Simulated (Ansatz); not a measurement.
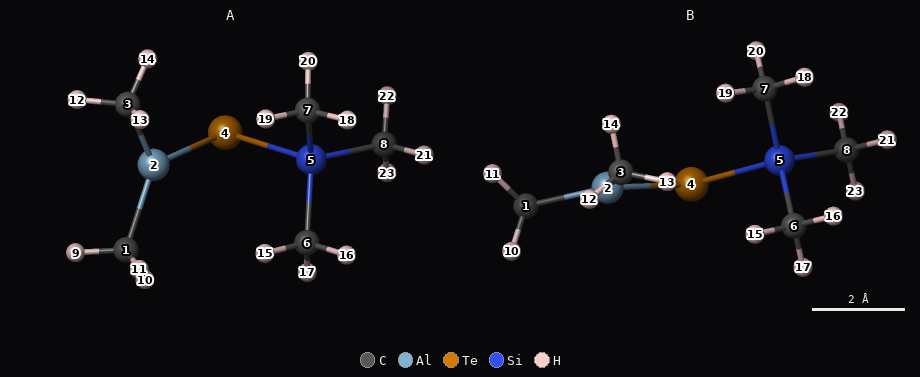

Two geometries of C5H15AlSiTe, drawn at one scale. One is the start of a relaxation, the other its converged end. The picture is a ball-and-stick view, seen at a tilt.

Theory: Ansatz, RKS PBE0-D4/def2-TZVP. (force threshold 0.005 eV/Å; at most 150 steps)

Which geometry has the lower energy?

Answer. Structure B is the relaxed one. The start comes from PBE-D4/def2-SVP. Over 48 accepted moves (52 points after the start) the energy falls by 6.32 kcal/mol. Largest force component: 0.52 eV/Å at the start, 0.0017 eV/Å at the end. The line search rejected the trial steps at points 10, 36, 45, 47 of the run. The forces were under the threshold at step 15, but the run went on from there. The largest move after the best rigid fit is that of H11, 3.45 Å. Largest moves by element: H 3.45 Å, C 1.82 Å, Te 1.16 Å, Al 0.52 Å, Si 0.22 Å. Some distances before and after: Al2–Te4 2.580 → 2.529 Å, Te4–Si5 2.548 → 2.517 Å, Si5–C6 1.895 → 1.872 Å, C1–H11 1.113 → 1.095 Å. Bond angles that change, for instance: Al2–Te4–Si5 85.3° → 98.7°, C1–Al2–Te4 120.2° → 116.0°, Al2–C3–H13 110.8° → 114.4°. Groups turn about C1–Al2 by about 110°, Al2–C3 by about 95°, Al2–Te4 by about 90°. The run took about 120 s of wall time on a shared GPU.
